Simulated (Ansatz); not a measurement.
# TiH3: geometry, orbitals and charge

What does TiH3 look like as a doublet, and where do its frontier electrons sit?

Program: Ansatz 0.2.0, Gaussian basis. Level of theory: UKS PBE0-D4/def2-TZVP. These are calculated values, not measurements.

The runs, in order: relaxation at PBE-D4/def2-TZVP; a single point at PBE0-D4/def2-TZVP; harmonic vibrations at PBE-D4/def2-TZVP.

## 1. Where the work starts

4 atoms, charge 0, spin multiplicity 2.

Atoms are counted from 1 here; the program's logs count them from 0.

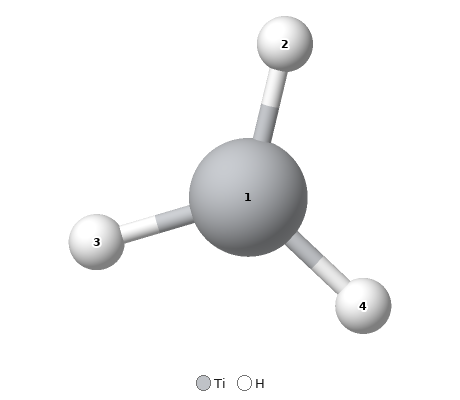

As it starts; titanium light grey, hydrogen white; atoms are numbered from 1 in the order of the file.

Formally the metal is d1. No spin-orbit coupling is included.

The start is a GFN2-xTB geometry.

## 2. Relaxation at PBE-D4/def2-TZVP

in.yaml reads:

```yaml
crystal:
  periodic: [false, false, false]
  atoms:
    - {symbol: Ti, position_ang: [-0.000130, 0.000070, 0.000140]}
    - {symbol: H, position_ang: [1.694600, -0.027980, 0.012960]}
    - {symbol: H, position_ang: [-0.823130, 1.481870, -0.017560]}
    - {symbol: H, position_ang: [-0.871350, -1.453960, 0.004460]}
basis:
  gaussian: {orbitals: def2-TZVP}
magnetization: {spin_polarized: true, initial_magnetization: 1}
hamiltonian: {xc: pbe, dispersion: d4}
scf: {omitted_lower_state_checks: [starts]}
output: {orbitals: {seedname: orbitals}}
relax: {f_tol: 0.02, max_steps: 100}
```

On the command line:

```console
ansatz run in.yaml --threads 4 --pin off --events-out ev --progress --plain --max-ram 3916MiB
```

The program printed (excerpt; [...] marks lines left out):

```text
Functional definition: PBE
  name "PBE"
  cite "Perdew, Burke & Ernzerhof, Phys. Rev. Lett. 77, 3865 (1996) doi:10.1103/PhysRevLett.77.3865"
  parent pbe
[...]
545 factors; their error is unknown
[...]
mean field -23154.44363535 eV, -850.9101089537 hartree, gradient 4.8e-6 eV, S^2 0.757861; 0 other end points of the search recorded, 0 dependent functions left out
[...]
reference -23154.44369018 eV, -850.9101109685 hartree; 13, 12 occupied and 50, 51 virtual orbitals, 545 factors
relax step   1: F+E_penalty+E_count = -23154.49365353 eV  Δ(F+E_penalty+E_count) = +0.000e0 eV  max|allowed force component| = 4.227e-1 eV/Å  Δτ_max = 0.0000 Å  (96 SCF iters, accepted)
[...]
relax step   6: F+E_penalty+E_count = -23154.53287835 eV  Δ(F+E_penalty+E_count) = -1.612e-4 eV  max|allowed force component| = 4.118e-2 eV/Å  Δτ_max = 0.0032 Å  (37 SCF iters, accepted)
[...]
relax step   7: F+E_penalty+E_count = -23154.53346150 eV  Δ(F+E_penalty+E_count) = -5.832e-4 eV  max|allowed force component| = 1.071e-3 eV/Å  Δτ_max = 0.0195 Å  (42 SCF iters, accepted)
[...]
545 factors; their error is unknown
[...]
mean field -23154.48398800 eV, -850.9115918861 hartree, gradient 6.6e-6 eV, S^2 0.759306; 0 other end points of the search recorded, 0 dependent functions left out
[...]
reference -23154.48404129 eV, -850.9115938446 hartree; 13, 12 occupied and 50, 51 virtual orbitals, 545 factors
Total energy: -23154.53351479 eV, -850.9134119622 hartree
Atom 0 at    -0.002206     0.002060     0.257553 Å, force    -0.000076     0.000190     0.001071 eV/Å
Atom 1 at     1.697117    -0.028485    -0.071058 Å, force     0.000005    -0.000177    -0.000366 eV/Å
Atom 2 at    -0.823173     1.482314    -0.105029 Å, force    -0.000063    -0.000009    -0.000333 eV/Å
Atom 3 at    -0.871748    -1.455890    -0.081465 Å, force     0.000134    -0.000005    -0.000372 eV/Å
Dipole moment:    -0.002957     0.002779     0.345525 e Å
Checks for a lower state left out: starts
```

Run time: 2.2 s. Hardware: 4 threads of AMD EPYC 9R45, shared host.

The steps of the relaxation:

```tsv
step	energy from step 1 (eV)	largest force component (eV/Å)
1	0.0000	0.4227
2	-0.0241	0.0443
3	-0.0244	0.0017
4	-0.0250	0.0244
5	-0.0391	0.0451
6	-0.0392	0.0412
7	-0.0398	0.0011
```

The force was under the threshold of 0.02 eV/Å already at step 3, but the program went on to step 7.

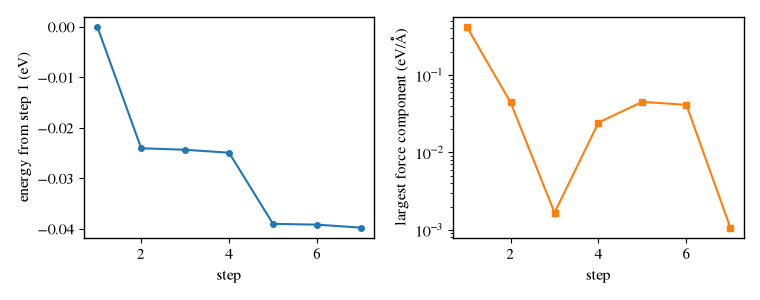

Energy and force, step by step.

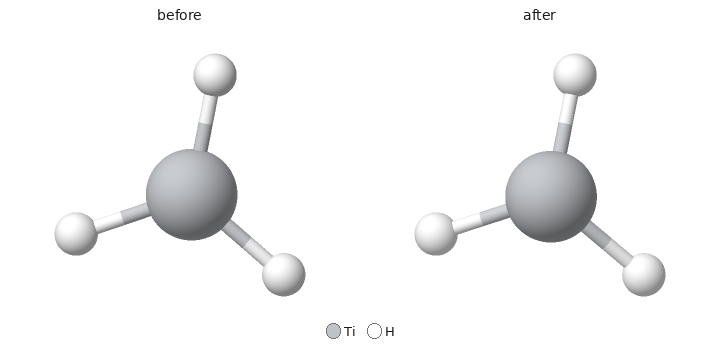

Before and after, at one scale.

Distances of close pairs at the start and the end, largest changes first:

```tsv
bond	before (Å)	after (Å)	change (Å)
Ti1–H2	1.695	1.731	+0.036
Ti1–H4	1.695	1.731	+0.036
Ti1–H3	1.695	1.731	+0.036
```

Bonds by kind at the end (by distance):

```tsv
bond	count	shortest (Å)	longest (Å)
H–Ti	3	1.731	1.731
```

## 3. Single point, PBE0-D4/def2-TZVP

start.molden holds the orbitals of an earlier run on this state, given as this run's starting guess.

in.yaml reads:

```yaml
crystal:
  periodic: [false, false, false]
  atoms:
    - {symbol: Ti, position_ang: [-0.002206, 0.002060, 0.257553]}
    - {symbol: H, position_ang: [1.697117, -0.028485, -0.071058]}
    - {symbol: H, position_ang: [-0.823173, 1.482314, -0.105029]}
    - {symbol: H, position_ang: [-0.871748, -1.455890, -0.081465]}
basis:
  gaussian: {orbitals: def2-TZVP, initial_orbitals: start.molden}
magnetization: {spin_polarized: true, initial_magnetization: 1}
hamiltonian: {xc: pbe0, dispersion: d4}
output: {forces: true, orbitals: {seedname: orbitals}}
```

Same command.

The program printed (excerpt; [...] marks lines left out):

```text
Functional definition: PBE0
  name "PBE0"
  cite "Adamo & Barone, J. Chem. Phys. 110, 6158 (1999) doi:10.1063/1.478522"
  cite "Perdew, Burke & Ernzerhof, Phys. Rev. Lett. 77, 3865 (1996) doi:10.1103/PhysRevLett.77.3865"
  parent pbe
[...]
552 factors; integrals over basis functions are off by at most 9.9e-4 eV
[...]
mean field -23155.10309865 eV, -850.9343437828 hartree, gradient 3.0e-6 eV, S^2 0.764792; 5 other end points of the search recorded, 0 dependent functions left out
[...]
reference -23155.10313582 eV, -850.9343451489 hartree; 13, 12 occupied and 50, 51 virtual orbitals, 552 factors
Total energy: -23155.14425116 eV, -850.9358561098 hartree
Atom 0 at    -0.002206     0.002060     0.257553 Å, force     0.000851    -0.000710    -0.108269 eV/Å
Atom 1 at     1.697117    -0.028485    -0.071058 Å, force    -0.037727     0.000744     0.035753 eV/Å
Atom 2 at    -0.823173     1.482314    -0.105029 Å, force     0.017811    -0.032436     0.036535 eV/Å
Atom 3 at    -0.871748    -1.455890    -0.081465 Å, force     0.019066     0.032401     0.035980 eV/Å
Dipole moment:    -0.003397     0.003195     0.396950 e Å
```

Run time: 0.85 s. Hardware: 4 threads of AMD EPYC 9R45, shared host.

Report: HOMO -6.67 eV, LUMO -2.45 eV (over both spins); ⟨S²⟩ 0.765 (pure: 0.75).

Mulliken charges, from this run's orbitals:

```tsv
atom	value (e)
Ti1	0.54
H2	-0.18
H3	-0.18
H4	-0.18
```

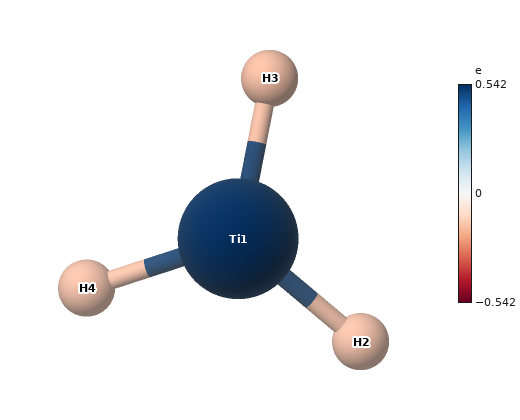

Mulliken charges, from this run's orbitals, as colours on the atoms.

Mulliken spin populations:

```tsv
atom	value (e)
Ti1	1.18
H2	-0.06
H3	-0.06
H4	-0.06
```

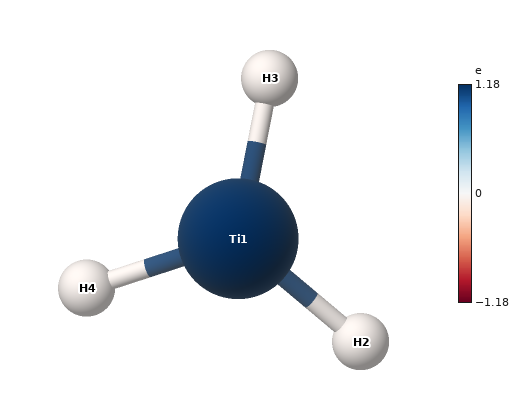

Mulliken spin populations, as colours on the atoms.

Largest Mayer bond orders: Ti1–H2 0.96; Ti1–H3 0.96; Ti1–H4 0.96.

Orbitals, density, ELF and potential are computed afterwards from the orbital file.

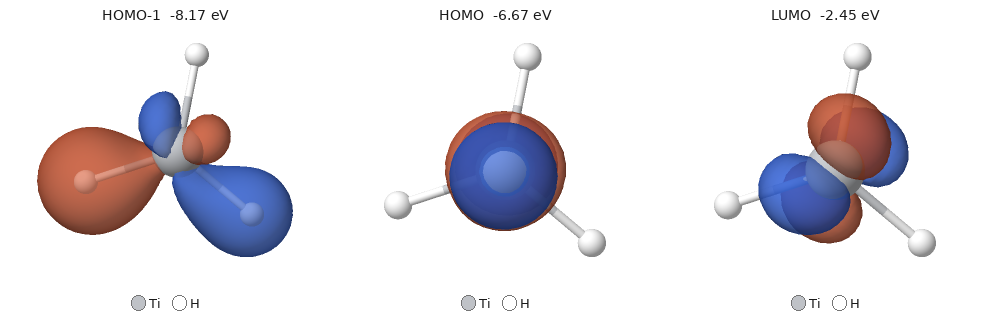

PBE0-D4/def2-TZVP orbitals (alpha spin) near the gap, drawn at the value that encloses 70 % of each; the two colours are the two signs.

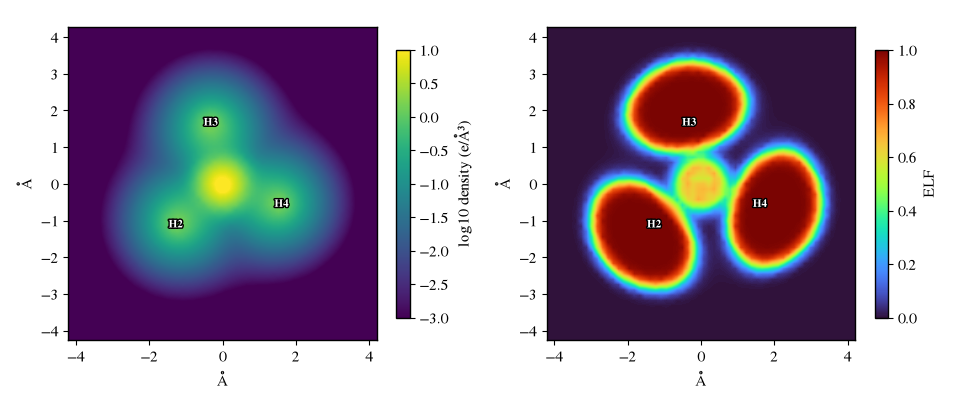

Density (left) and ELF (right) in a plane through or near 3 of the atoms.

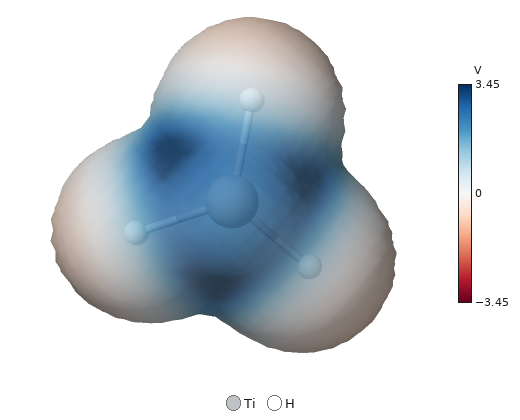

The potential that a unit positive charge feels on the 0.002 e/bohr³ surface, from -0.68 to 3.45 V.

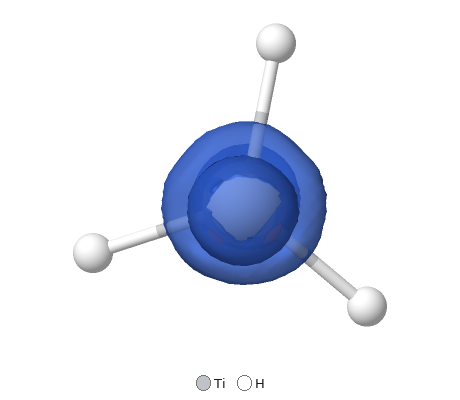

Spin density at ±0.09 e/Å³ (alpha excess blue, beta excess red).

## 4. Vibrations by finite differences

in.yaml: that of step 3 with these lines changed.

```diff
@@ -8,5 +8,6 @@
 basis:
-  gaussian: {orbitals: def2-TZVP, initial_orbitals: start.molden}
+  gaussian: {orbitals: def2-TZVP}
 magnetization: {spin_polarized: true, initial_magnetization: 1}
-hamiltonian: {xc: pbe0, dispersion: d4}
-output: {forces: true, orbitals: {seedname: orbitals}}
+hamiltonian: {xc: pbe, dispersion: d4}
+scf: {omitted_lower_state_checks: [starts]}
+phonons: {temperatures: {t_min: 298.15, t_max: 900, t_step: 200}}
```

Launched as before.

The program printed (excerpt; [...] marks lines left out):

```text
Functional definition: PBE
  name "PBE"
  cite "Perdew, Burke & Ernzerhof, Phys. Rev. Lett. 77, 3865 (1996) doi:10.1103/PhysRevLett.77.3865"
  parent pbe
[...]
545 factors; their error is unknown
[...]
mean field -23154.48398800 eV, -850.9115918861 hartree, gradient 7.6e-6 eV, S^2 0.759306; 0 other end points of the search recorded, 0 dependent functions left out
[...]
reference -23154.48404130 eV, -850.9115938446 hartree; 13, 12 occupied and 50, 51 virtual orbitals, 545 factors
[...]
545 factors; their error is unknown
[...]
mean field -23154.48393640 eV, -850.9115899898 hartree, gradient 1.7e-6 eV, S^2 0.759306; 0 other end points of the search recorded, 0 dependent functions left out
[...]
reference -23154.48398969 eV, -850.9115919483 hartree; 13, 12 occupied and 50, 51 virtual orbitals, 545 factors
[...]
545 factors; their error is unknown
[...]
reference -23154.48403696 eV, -850.9115936852 hartree; 13, 12 occupied and 50, 51 virtual orbitals, 545 factors
[...]
545 factors; their error is unknown
mean field -23154.48398899 eV, -850.9115919223 hartree, gradient 2.4e-6 eV, S^2 0.759312; 0 other end points of the search recorded, 0 dependent functions left out
[...]
reference -23154.48404227 eV, -850.9115938806 hartree; 13, 12 occupied and 50, 51 virtual orbitals, 545 factors
Total energy: -23154.53351479 eV, -850.9134119622 hartree
Atom 0 at    -0.002206     0.002060     0.257553 Å, force    -0.000088     0.000182     0.001070 eV/Å
Atom 1 at     1.697117    -0.028485    -0.071058 Å, force     0.000009    -0.000176    -0.000366 eV/Å
Atom 2 at    -0.823173     1.482314    -0.105029 Å, force    -0.000061    -0.000006    -0.000333 eV/Å
Atom 3 at    -0.871748    -1.455890    -0.081465 Å, force     0.000139    -0.000000    -0.000371 eV/Å
Dipole moment:    -0.002956     0.002779     0.345525 e Å
Vibrations: 293.06 645.46 645.51 1628.71 1628.73 1653.40 cm⁻¹, zero-point energy 0.402631 eV
Checks for a lower state left out: starts
```

Run time: 3.5 s. Hardware: 4 threads of AMD EPYC 9R45, shared host.

Motions are named by where the mode's potential energy lies. The modes, unscaled (a negative number is an imaginary wavenumber):

```tsv
mode	cm⁻¹	motion
1	293	bend
2	645	bend
3	646	bend
4	1629	Ti–H stretch
5	1629	Ti–H stretch
6	1653	Ti–H stretch
```

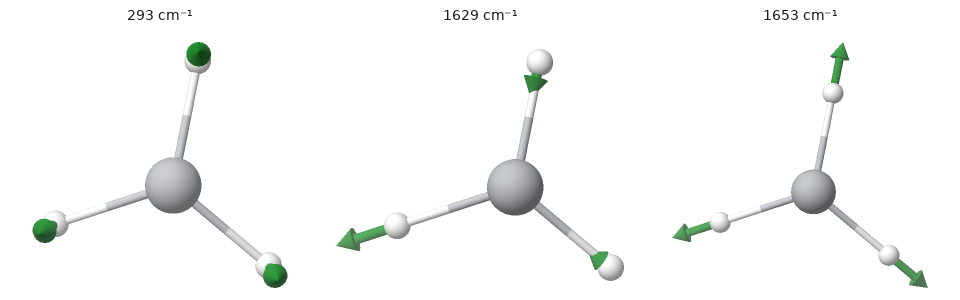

How the atoms move in 3 of the modes.

## 5. Summary of results

```
                                         quantity                     value
                                      point group                       C3v
                     near neighbours of the metal  H 1.73, H 1.73, H 1.73 Å
HOMO, LUMO at PBE0-D4/def2-TZVP (over both spins)           -6.67, -2.45 eV
                                             ⟨S²⟩                     0.765
charge on the metal (Mulliken, PBE0-D4/def2-TZVP)                   +0.54 e
                     spin on the metal (Mulliken)                      1.18
                       dipole at PBE-D4/def2-TZVP                    1.66 D
                       lowest, highest wavenumber            293, 1653 cm⁻¹
```

The molecule keeps its bonding pattern by the stored test; the atoms moved 0.15 Å (rms). Of 1 unpaired electron, 1.18 sit on the metal by Mulliken's count, more than all: the ligands carry opposite spin. The Mulliken charge of the metal, +0.54 e, depends on the basis and isn't its oxidation state. All wavenumbers are real: a minimum at this level. The alpha HOMO lies nearest to Ti1 85 % and the alpha LUMO to Ti1 80 %; H3, H4 about 8 % each. Whether this spin is the lowest isn't tested here.
